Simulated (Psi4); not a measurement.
**HF/3-21G run of BSiH5 (boranylsilane)**

What is the vertical singlet–triplet gap of BSiH5 (boranylsilane) at HF/3-21G? 

Program for the calculation: Psi4 1.11.

1 further run of the same task is left out (set aside as unsound or not needed).

### Step 1. The system as given

The species is BSiH5 (7 atoms), meant as a singlet with charge 0. SMILES: `B[SiH3]`. The shape is that of a PBE0-D4/def2-TZVP optimisation.

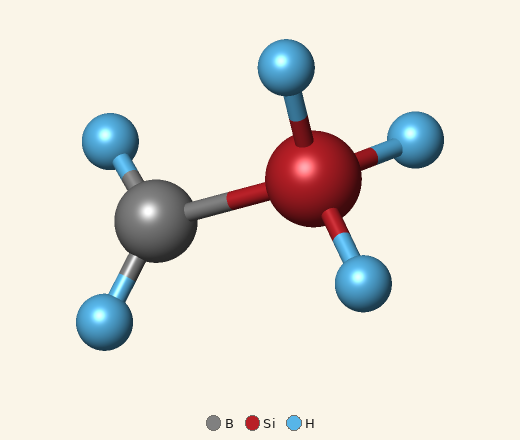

The structure, seen from a chosen angle (boron grey, silicon red, hydrogen blue).

### Step 2. Energy and gradient at HF/3-21G

File job.in:

```
memory 2200 MB

molecule m {
  B
  Si 1 2.009933
  H 1 1.19642 2 118.94554
  H 1 1.194994 3 117.45115 2 -179.99763
  H 2 1.492369 1 108.78924 4 121.71038
  H 2 1.492263 5 107.3331 1 -117.54871
  H 2 1.487359 6 108.28026 5 116.68502
  symmetry c1
  no_reorient
  no_com
}

set {
  basis         3-21G
  reference     rhf
  puream        true
  e_convergence 1e-09
  d_convergence 1e-08
  scf_type      pk
}

gradient('scf')
```

Started as:

```
psi4 job.in job.out -n 1
```

job.out:

```text
[...]
  Running in c1 symmetry.
[...]
  Nuclear repulsion =   47.564449245815545
[...]
  Multiplicity = 1
[...]
  Nalpha       = 12
  Nbeta        = 12
[...]
    Number of basis functions: 32
[...]
   @RHF iter   1:  -314.76479092043633   -8.67523e-01   3.39715e-03 DIIS/ADIIS
[...]
   @RHF iter   9:  -314.78298634954240   -1.76215e-12   3.92278e-09 DIIS
[...]
    Orbital Energies [Eh]
    ---------------------
    Doubly Occupied:
       1A    -68.273218     2A     -7.582974     3A     -6.090355
       4A     -4.185978     5A     -4.185725     6A     -4.185582
       7A     -0.759813     8A     -0.660335     9A     -0.518669
      10A     -0.477753    11A     -0.462491    12A     -0.420260
[...]
  @RHF Final Energy:  -314.78298634954240
   => Energetics <=
    Nuclear Repulsion Energy =             47.5644492458155455
    One-Electron Energy =                -529.0885625176350686
    Two-Electron Energy =                 166.7411269222771466
    Total Energy =                       -314.7829863495423979
[...]
 Multipole Moments:
 ------------------------------------------------------------------------------------
     Multipole            Electronic (a.u.)      Nuclear  (a.u.)        Total (a.u.)
 ------------------------------------------------------------------------------------
 L = 1.  Multiply by 2.5417464519 to convert [e a0] to [Debye]
 Dipole X            :         -0.0001287            0.0000434           -0.0000853
 Dipole Y            :         -0.1840298            0.1610882           -0.0229416
 Dipole Z            :         -0.8621491            0.6811895           -0.1809596
 Magnitude           :                                                    0.1824081
[...]
  -Total Gradient:
     Atom            X                  Y                   Z
    ------   -----------------  -----------------  -----------------
       1       -0.000007386442     0.000546777976     0.011152793148
       2       -0.000029900053    -0.001587196362    -0.005665538826
       3        0.000002448338     0.003036170717    -0.001676297060
       4        0.000002289185    -0.002804924107    -0.002106377895
       5       -0.000673749241    -0.000025730390    -0.000850212868
       6        0.000704758051    -0.000042432862    -0.000864983227
       7        0.000001540162     0.000877335029     0.000010616726
[...]
```

Run time: 2 s. Hardware: 1 thread of AMD EPYC 7R43 (Zen 3), shared host; peak memory 0.18 GiB.

### Step 3. The triplet

File run.py:

```python
import psi4

psi4.set_memory('2200 MB')
psi4.set_num_threads(1)
psi4.set_output_file('psi4.out', False)

mol = psi4.geometry("""
0 3
B     -0.08163617    -2.24688436     0.38607105
Si     0.16837460     1.48400193    -0.28062433
H     -2.12783162    -3.19477099     0.54820955
H      1.71284776    -3.59520395     0.63381414
H     -1.16407129     2.06622654    -2.69701713
H     -1.17843321     2.86614761     1.77558667
H      2.78640117     2.49217081    -0.45258941
units bohr
symmetry c1
no_reorient
no_com
""")

psi4.set_options({
    'reference': 'uhf',
    'puream': True,
    'e_convergence': 1e-09,
    'd_convergence': 1e-08,
    'scf_type': 'pk',
    'maxiter': 100,
})

e = psi4.gradient("hf/3-21G", molecule=mol)
print('gradient / Eh bohr^-1')
print(e.np.round(6))
```

Started as:

```
python run.py
```

psi4.out:

```text
[...]
  Running in c1 symmetry.
[...]
  Nuclear repulsion =   47.564448940982651
[...]
  Multiplicity = 3
[...]
  Nalpha       = 13
  Nbeta        = 11
[...]
    Number of basis functions: 32
[...]
   @UHF iter   1:  -314.61614540302287   -7.18877e-01   4.51347e-03 DIIS/ADIIS
[...]
   @UHF iter  15:  -314.64636447239349   -3.35376e-12   7.25765e-09 DIIS
[...]
   @S^2 Observed:                2.010125669E+00
[...]
    Orbital Energies [Eh]
    ---------------------
    Alpha Occupied:
       1A    -68.357627     2A     -7.549455     3A     -6.170781
       4A     -4.272801     5A     -4.263756     6A     -4.263266
       7A     -0.831848     8A     -0.692437     9A     -0.539969
      10A     -0.531608    11A     -0.478837    12A     -0.478769
      13A     -0.282964
    Alpha Virtual:
      14A      0.151918    15A      0.167203    16A      0.186487
      17A      0.265972    18A      0.338537    19A      0.362269
      20A      0.445927    21A      0.448748    22A      0.461535
      23A      0.481515    24A      0.637074    25A      0.642494
[...]
  @UHF Final Energy:  -314.64636447239349
   => Energetics <=
    Nuclear Repulsion Energy =             47.5644489409826505
    One-Electron Energy =                -528.0640602159102173
    Two-Electron Energy =                 165.8532468025341018
    Total Energy =                       -314.6463644723934863
  UHF NO Occupations:
  HONO-2 :   11  A 1.9968802
  HONO-1 :   12  A 1.0000000
[...]
 Multipole Moments:
 ------------------------------------------------------------------------------------
     Multipole            Electronic (a.u.)      Nuclear  (a.u.)        Total (a.u.)
 ------------------------------------------------------------------------------------
 L = 1.  Multiply by 2.5417464519 to convert [e a0] to [Debye]
 Dipole X            :         -1.8598957            1.9779764            0.1180807
 Dipole Y            :         -9.2255614           10.1761752            0.9506138
 Dipole Z            :          2.0207394           -2.1903815           -0.1696422
 Magnitude           :                                                    0.9728248
[...]
  -Total Gradient:
     Atom            X                  Y                   Z
    ------   -----------------  -----------------  -----------------
       1        0.003290310194     0.080179645477    -0.014332547538
       2        0.004115780729    -0.050784108205     0.009129476970
       3        0.008874799826    -0.025663481943     0.004624596186
       4       -0.014199569169    -0.023209206931     0.004102096978
       5       -0.000485603840     0.004820127180    -0.000653304177
       6       -0.000468133805     0.004723966386    -0.001087990183
       7       -0.001127583935     0.009933058036    -0.001782328237
[...]
```

Standard output:

```text
gradient / Eh bohr^-1
[[ 0.00329   0.08018  -0.014333]
 [ 0.004116 -0.050784  0.009129]
 [ 0.008875 -0.025663  0.004625]
 [-0.0142   -0.023209  0.004102]
 [-0.000486  0.00482  -0.000653]
 [-0.000468  0.004724 -0.001088]
 [-0.001128  0.009933 -0.001782]]
```

Run time: 2.1 s. Hardware: 1 thread of AMD EPYC 7R43 (Zen 3), shared host; peak memory 0.18 GiB.

### Step 4. Results

At HF/3-21G:

| quantity | value |
| --- | --- |
| singlet: total energy | -314.78299 Eh |
| singlet: dipole moment | 0.46 D |
| singlet: HOMO energy | -11.44 eV |
| singlet: LUMO energy | 1.39 eV |
| singlet: HOMO–LUMO gap | 12.82 eV |
| singlet: largest force on an atom | 0.574 eV/Å |
| triplet: total energy | -314.64636 Eh |
| triplet: dipole moment | 2.47 D |
| triplet: HOMO energy (highest over α and β) | -7.70 eV |
| triplet: LUMO energy (lowest over α and β) | -2.22 eV |
| triplet: ⟨S²⟩ | 2.010 |
| triplet: largest force on an atom | 4.192 eV/Å |
| vertical energy of the triplet above the singlet | 3.718 eV |

In words: At this shape the triplet lies 3.72 eV (359 kJ/mol) above the singlet. The largest force (singlet) is 0.57 eV/Å: the shape isn't a stationary point for this species at this level.
